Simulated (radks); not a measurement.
# Filling a hard-walled sphere of radius 3.39 bohr*, with a point charge of +1 at the centre: electrons 14 to 16

Aim: add electrons one at a time to a hard-walled sphere of radius 3.39 bohr*, with a point charge of +1 at the centre, try the lowest free levels for each, keep the configuration of least energy, and see where shells close.

Program: radks, version 2. Model: non-relativistic spin-polarised Kohn-Sham, PBEsol, spherically averaged shells. All values are calculated.

**1. The system**

```
well                     : a hard-walled sphere of radius 3.39 bohr*, with a point charge of +1 at the centre
functional               : PBEsol
levels                   : named by radial order: 1s, 1p, 1d, 2s, 1f and so on
units                    : effective atomic units, hartree* and bohr*
configuration carried in : 1s2 1p6 1d(up 5, down 0) (N = 13, energy 36.790689)
```

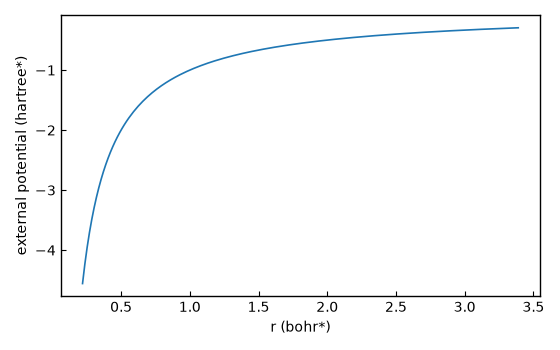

The external potential that the electrons feel; the hard wall stands at the right edge.

Each count now gets its runs.

**2. 14 electrons**

Trying: add 1d down. Settings of this run:

```ini
kind = hard wall
xc = PBESOL
radius = 3.39  # bohr
z = 1  # e
electrons = 14
background = 0  # e
configuration = 1s2 1p6 1d(up 5, down 1)
```

Run with:

```
$ python run_model.py task.json out
```

task.json names the series; the program runs every candidate in turn, and a move starts from the lowest state found so far. In the records, mag is the spin moment and err the last SCF error; their hartree and bohr are effective units.

From the run's result record (rounded, not every field):

```text
{
  "status": "converged",
  "energy_total [hartree]": 42.7403484,
  "energy_kinetic [hartree]": 15.87137,
  "energy_external [hartree]": -6.886836,
  "energy_hartree [hartree]": 39.7647,
  "energy_xc [hartree]": -6.00888,
  "energy_background [hartree]": 0.0,
  "orbitals [level, occupation, hartree, mean radius in bohr]": [
    ["1s up", 1, 5.25171, 1.92687],
    ["1p up", 3, 5.59164, 2.22932],
    ["1d up", 5, 6.04441, 2.35436],
    ["1s down", 1, 5.30757, 1.8756],
    ["1p down", 3, 5.66603, 2.2172],
    ["1d down", 1, 6.12442, 2.34919]
  ],
  "r2_mean [bohr^2]": 5.266876,
  "mag [bohr magneton]": 4,
  "err": 3.5e-10
}
```

Trying: add 2s up. Changed: configuration = 1s2 1p6 1d(up 5, down 0) 2s(up 1, down 0).

Result:

```text
{
  "status": "converged",
  "energy_total [hartree]": 42.8851623,
  "energy_kinetic [hartree]": 16.27266,
  "energy_external [hartree]": -7.470269,
  "energy_hartree [hartree]": 40.18286,
  "energy_xc [hartree]": -6.100084,
  "energy_background [hartree]": 0.0,
  "orbitals [level, occupation, hartree, mean radius in bohr]": [
    ["1s up", 1, 5.28419, 1.98201],
    ["1p up", 3, 5.60466, 2.2467],
    ["1d up", 5, 6.04952, 2.36335],
    ["2s up", 1, 6.33314, 1.41971],
    ["1s down", 1, 5.39585, 1.9994],
    ["1p down", 3, 5.71112, 2.23761]
  ],
  "r2_mean [bohr^2]": 5.151565,
  "mag [bohr magneton]": 6,
  "err": 7.2e-10
}
```

Trying: add 2s down. Changed: configuration = 1s2 1p6 1d(up 5, down 0) 2s(up 0, down 1).

Result:

```text
{
  "status": "converged",
  "energy_total [hartree]": 42.9183686,
  "energy_kinetic [hartree]": 16.29849,
  "energy_external [hartree]": -7.466128,
  "energy_hartree [hartree]": 40.1587,
  "energy_xc [hartree]": -6.072693,
  "energy_background [hartree]": 0.0,
  "orbitals [level, occupation, hartree, mean radius in bohr]": [
    ["1s up", 1, 5.31114, 2.04415],
    ["1p up", 3, 5.61099, 2.25129],
    ["1d up", 5, 6.05363, 2.3628],
    ["1s down", 1, 5.35946, 1.92811],
    ["1p down", 3, 5.69879, 2.23348],
    ["2s down", 1, 6.36404, 1.45319]
  ],
  "r2_mean [bohr^2]": 5.157875,
  "mag [bohr magneton]": 4,
  "err": 1.2e-09
}
```

Trying: move 1d down to 2s up: the same state as a run above.

Trying: move 1d down to 2s down: the same state as a run above.

Trying: move 1d up to 1d down. Changed: configuration = 1s2 1p6 1d(up 4, down 2).

Result:

```text
{
  "status": "converged",
  "energy_total [hartree]": 42.7998738,
  "energy_kinetic [hartree]": 15.87144,
  "energy_external [hartree]": -6.884079,
  "energy_hartree [hartree]": 39.76078,
  "energy_xc [hartree]": -5.948264,
  "energy_background [hartree]": 0.0,
  "orbitals [level, occupation, hartree, mean radius in bohr]": [
    ["1s up", 1, 5.26368, 1.91596],
    ["1p up", 3, 5.60747, 2.22701],
    ["1d up", 4, 6.06132, 2.35349],
    ["1s down", 1, 5.29133, 1.89094],
    ["1p down", 3, 5.64414, 2.22119],
    ["1d down", 2, 6.10068, 2.35104]
  ],
  "r2_mean [bohr^2]": 5.268027,
  "mag [bohr magneton]": 2,
  "err": 9e-10
}
```

| candidate | configuration | above the lowest (hartree*) |
| --- | --- | --- |
| add 1d down | 1s2 1p6 1d(up 5, down 1) | lowest |
| add 2s up | 1s2 1p6 1d(up 5, down 0) 2s(up 1, down 0) | 0.145 |
| add 2s down | 1s2 1p6 1d(up 5, down 0) 2s(up 0, down 1) | 0.178 |
| move 1d down to 2s up | 1s2 1p6 1d(up 5, down 0) 2s(up 1, down 0) | 0.145 |
| move 1d down to 2s down | 1s2 1p6 1d(up 5, down 0) 2s(up 0, down 1) | 0.178 |
| move 1d up to 1d down | 1s2 1p6 1d(up 4, down 2) | 0.0595 |

The series goes on from 1s2 1p6 1d(up 5, down 1).

**3. 15 electrons**

Trying: add 1d down. Settings of this run:

```ini
kind = hard wall
xc = PBESOL
radius = 3.39  # bohr
z = 1  # e
electrons = 15
background = 0  # e
configuration = 1s2 1p6 1d(up 5, down 2)
```

From the run's result record (rounded, not every field):

```text
{
  "status": "converged",
  "energy_total [hartree]": 49.0405851,
  "energy_kinetic [hartree]": 17.52567,
  "energy_external [hartree]": -7.269515,
  "energy_hartree [hartree]": 45.30297,
  "energy_xc [hartree]": -6.518546,
  "energy_background [hartree]": 0.0,
  "orbitals [level, occupation, hartree, mean radius in bohr]": [
    ["1s up", 1, 5.63893, 1.94479],
    ["1p up", 3, 5.97227, 2.24044],
    ["1d up", 5, 6.42015, 2.3627],
    ["1s down", 1, 5.67943, 1.91007],
    ["1p down", 3, 6.02497, 2.23258],
    ["1d down", 2, 6.47645, 2.35942]
  ],
  "r2_mean [bohr^2]": 5.350955,
  "mag [bohr magneton]": 3,
  "err": 1.3e-09
}
```

Trying: add 2s up. Changed: configuration = 1s2 1p6 1d(up 5, down 1) 2s(up 1, down 0).

Result:

```text
{
  "status": "converged",
  "energy_total [hartree]": 49.2192215,
  "energy_kinetic [hartree]": 17.93724,
  "energy_external [hartree]": -7.86075,
  "energy_hartree [hartree]": 45.72874,
  "energy_xc [hartree]": -6.586002,
  "energy_background [hartree]": 0.0,
  "orbitals [level, occupation, hartree, mean radius in bohr]": [
    ["1s up", 1, 5.67099, 2.0002],
    ["1p up", 3, 5.98518, 2.25772],
    ["1d up", 5, 6.42527, 2.37168],
    ["2s up", 1, 6.71886, 1.41083],
    ["1s down", 1, 5.76259, 2.03169],
    ["1p down", 3, 6.0668, 2.25352],
    ["1d down", 1, 6.5087, 2.3671]
  ],
  "r2_mean [bohr^2]": 5.240788,
  "mag [bohr magneton]": 5,
  "err": 8.9e-10
}
```

Trying: add 2s down. Changed: configuration = 1s2 1p6 1d(up 5, down 1) 2s(up 0, down 1).

Result:

```text
{
  "status": "converged",
  "energy_total [hartree]": 49.243269,
  "energy_kinetic [hartree]": 17.95699,
  "energy_external [hartree]": -7.858973,
  "energy_hartree [hartree]": 45.71188,
  "energy_xc [hartree]": -6.566628,
  "energy_background [hartree]": 0.0,
  "orbitals [level, occupation, hartree, mean radius in bohr]": [
    ["1s up", 1, 5.69815, 2.06279],
    ["1p up", 3, 5.99188, 2.2627],
    ["1d up", 5, 6.42961, 2.37133],
    ["1s down", 1, 5.72896, 1.96184],
    ["1p down", 3, 6.05625, 2.24858],
    ["1d down", 1, 6.50052, 2.36812],
    ["2s down", 1, 6.7417, 1.43404]
  ],
  "r2_mean [bohr^2]": 5.244833,
  "mag [bohr magneton]": 3,
  "err": 1.5e-09
}
```

Trying: move 1d down to 2s up: the same state as a run above.

Trying: move 1d down to 2s down: the same state as a run above.

Trying: move 1d up to 1d down. Changed: configuration = 1s2 1p6 1d(up 4, down 3).

Result:

```text
{
  "status": "converged",
  "energy_total [hartree]": 49.0779528,
  "energy_kinetic [hartree]": 17.52577,
  "energy_external [hartree]": -7.268005,
  "energy_hartree [hartree]": 45.30078,
  "energy_xc [hartree]": -6.480596,
  "energy_background [hartree]": 0.0,
  "orbitals [level, occupation, hartree, mean radius in bohr]": [
    ["1s up", 1, 5.65124, 1.93438],
    ["1p up", 3, 5.9882, 2.23823],
    ["1d up", 4, 6.4371, 2.36184],
    ["1s down", 1, 5.66466, 1.92297],
    ["1p down", 3, 6.00563, 2.23566],
    ["1d down", 3, 6.4557, 2.36078]
  ],
  "r2_mean [bohr^2]": 5.351542,
  "mag [bohr magneton]": 1,
  "err": 6.2e-10
}
```

| candidate | configuration | above the lowest (hartree*) |
| --- | --- | --- |
| add 1d down | 1s2 1p6 1d(up 5, down 2) | lowest |
| add 2s up | 1s2 1p6 1d(up 5, down 1) 2s(up 1, down 0) | 0.179 |
| add 2s down | 1s2 1p6 1d(up 5, down 1) 2s(up 0, down 1) | 0.203 |
| move 1d down to 2s up | 1s2 1p6 1d(up 5, down 1) 2s(up 1, down 0) | 0.179 |
| move 1d down to 2s down | 1s2 1p6 1d(up 5, down 1) 2s(up 0, down 1) | 0.203 |
| move 1d up to 1d down | 1s2 1p6 1d(up 4, down 3) | 0.0374 |

Lowest: 1s2 1p6 1d(up 5, down 2).

From the same record, its empty bound levels (hartree) and its density (bohr, e/bohr³):

```text
empty: [["2s up", 6.6487], ["1f up", 7.0013], ["2p up", 7.7609], ["2s down", 6.6628], ["1f down", 7.0595], ["2p down", 7.7877]]
r: [0.09253, 0.2615, 0.4304, 0.5993, 0.7682, 0.9372, 1.106, 1.275, 1.444, 1.613, 1.782, 1.951, 2.12, 2.289, 2.458, 2.626, 2.795, 2.964, 3.133, 3.302]
n: [0.141, 0.106, 0.08568, 0.07556, 0.07301, 0.07649, 0.08512, 0.09819, 0.1148, 0.1334, 0.152, 0.1673, 0.1758, 0.1737, 0.1584, 0.13, 0.0917, 0.05154, 0.01939, 0.002239]
```

**4. 16 electrons**

Trying: add 1d down. Settings of this run:

```ini
kind = hard wall
xc = PBESOL
radius = 3.39  # bohr
z = 1  # e
electrons = 16
background = 0  # e
configuration = 1s2 1p6 1d(up 5, down 3)
```

From the run's result record (rounded, not every field):

```text
{
  "status": "converged",
  "energy_total [hartree]": 55.6938551,
  "energy_kinetic [hartree]": 19.20147,
  "energy_external [hartree]": -7.652018,
  "energy_hartree [hartree]": 51.19835,
  "energy_xc [hartree]": -7.053944,
  "energy_background [hartree]": 0.0,
  "orbitals [level, occupation, hartree, mean radius in bohr]": [
    ["1s up", 1, 6.02468, 1.96273],
    ["1p up", 3, 6.35159, 2.25127],
    ["1d up", 5, 6.79476, 2.37077],
    ["1s down", 1, 6.05091, 1.94163],
    ["1p down", 3, 6.38505, 2.24664],
    ["1d down", 3, 6.83031, 2.36887]
  ],
  "r2_mean [bohr^2]": 5.42753,
  "mag [bohr magneton]": 2,
  "err": 1.1e-09
}
```

Trying: add 2s up. Changed: configuration = 1s2 1p6 1d(up 5, down 2) 2s(up 1, down 0).

Result:

```text
{
  "status": "converged",
  "energy_total [hartree]": 55.9035204,
  "energy_kinetic [hartree]": 19.6222,
  "energy_external [hartree]": -8.25117,
  "energy_hartree [hartree]": 51.63291,
  "energy_xc [hartree]": -7.100425,
  "energy_background [hartree]": 0.0,
  "orbitals [level, occupation, hartree, mean radius in bohr]": [
    ["1s up", 1, 6.05638, 2.01826],
    ["1p up", 3, 6.36448, 2.26845],
    ["1d up", 5, 6.79999, 2.37972],
    ["2s up", 1, 7.10417, 1.4019],
    ["1s down", 1, 6.12979, 2.06026],
    ["1p down", 3, 6.42453, 2.26777],
    ["1d down", 2, 6.86025, 2.37689]
  ],
  "r2_mean [bohr^2]": 5.321683,
  "mag [bohr magneton]": 4,
  "err": 1e-09
}
```

Trying: add 2s down. Changed: configuration = 1s2 1p6 1d(up 5, down 2) 2s(up 0, down 1).

Result:

```text
{
  "status": "converged",
  "energy_total [hartree]": 55.9201095,
  "energy_kinetic [hartree]": 19.63645,
  "energy_external [hartree]": -8.250704,
  "energy_hartree [hartree]": 51.62166,
  "energy_xc [hartree]": -7.087297,
  "energy_background [hartree]": 0.0,
  "orbitals [level, occupation, hartree, mean radius in bohr]": [
    ["1s up", 1, 6.08348, 2.08086],
    ["1p up", 3, 6.37141, 2.27371],
    ["1d up", 5, 6.80445, 2.37957],
    ["1s down", 1, 6.09843, 1.99234],
    ["1p down", 3, 6.41518, 2.26238],
    ["1d down", 2, 6.85344, 2.37741],
    ["2s down", 1, 7.12015, 1.41715]
  ],
  "r2_mean [bohr^2]": 5.32417,
  "mag [bohr magneton]": 2,
  "err": 1.2e-09
}
```

Trying: move 1d down to 2s up: the same state as a run above.

Trying: move 1d down to 2s down: the same state as a run above.

Trying: move 1d up to 1d down. Changed: configuration = 1s2 1p6 1d(up 4, down 4).

Result:

```text
{
  "status": "converged",
  "energy_total [hartree]": 55.7115991,
  "energy_kinetic [hartree]": 19.20153,
  "energy_external [hartree]": -7.651382,
  "energy_hartree [hartree]": 51.19741,
  "energy_xc [hartree]": -7.035958,
  "energy_background [hartree]": 0.0,
  "orbitals [level, occupation, hartree, mean radius in bohr]": [
    ["1s up", 1, 6.03725, 1.95272],
    ["1p up", 3, 6.36758, 2.24913],
    ["1d up", 4, 6.81172, 2.36992],
    ["1s down", 1, 6.03725, 1.95272],
    ["1p down", 3, 6.36758, 2.24913],
    ["1d down", 4, 6.81172, 2.36992]
  ],
  "r2_mean [bohr^2]": 5.427761,
  "mag [bohr magneton]": 0,
  "err": 1.1e-09
}
```

| candidate | configuration | above the lowest (hartree*) |
| --- | --- | --- |
| add 1d down | 1s2 1p6 1d(up 5, down 3) | lowest |
| add 2s up | 1s2 1p6 1d(up 5, down 2) 2s(up 1, down 0) | 0.210 |
| add 2s down | 1s2 1p6 1d(up 5, down 2) 2s(up 0, down 1) | 0.226 |
| move 1d down to 2s up | 1s2 1p6 1d(up 5, down 2) 2s(up 1, down 0) | 0.210 |
| move 1d down to 2s down | 1s2 1p6 1d(up 5, down 2) 2s(up 0, down 1) | 0.226 |
| move 1d up to 1d down | 1s2 1p6 1d(up 4, down 4) | 0.0177 |

The series goes on from 1s2 1p6 1d(up 5, down 3).

**5. Collected**

| N | configuration | unpaired | chemical potential (hartree*) | addition energy (hartree*) | rms radius (bohr*) |
| --- | --- | --- | --- | --- | --- |
| 14 | 1s2 1p6 1d(up 5, down 1) | 4 | 5.950 | 0.351 | 2.29 |
| 15 | 1s2 1p6 1d(up 5, down 2) | 3 | 6.300 | 0.353 | 2.31 |
| 16 | 1s2 1p6 1d(up 5, down 3) | 2 | 6.653 | - | 2.33 |

Chemical potential E(N) - E(N-1); addition energy E(N+1) + E(N-1) - 2E(N).

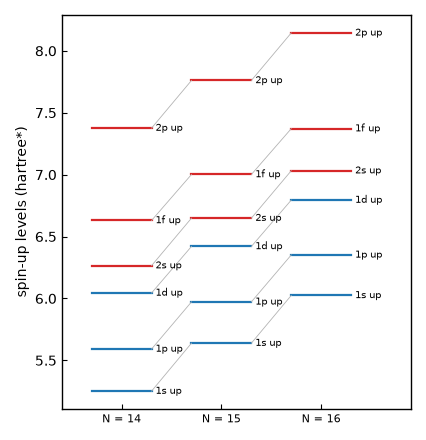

Spin-up levels of the kept configurations; wholly or partly filled blue, empty red.

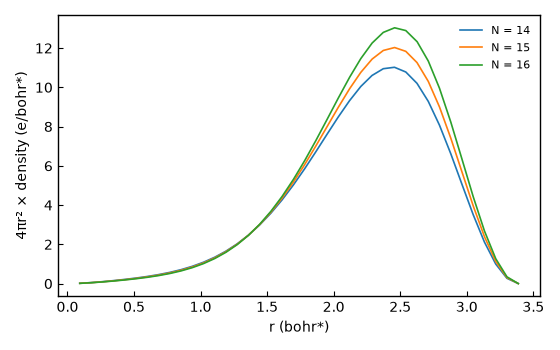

Radial distributions of the electrons.

**6. Summary of results**

```
               quantity                     value
     closed shells at N        none in this range
most unpaired electrons               4 at N = 14
configuration at N = 16  1s2 1p6 1d(up 5, down 3)
```

In words: No closed-shell configuration falls in this range. The largest moment in range is 4, first at N = 14: exchange favours parallel spins in open shells. Spherical averaging forbids deformation, and the greedy search can miss a lower configuration.
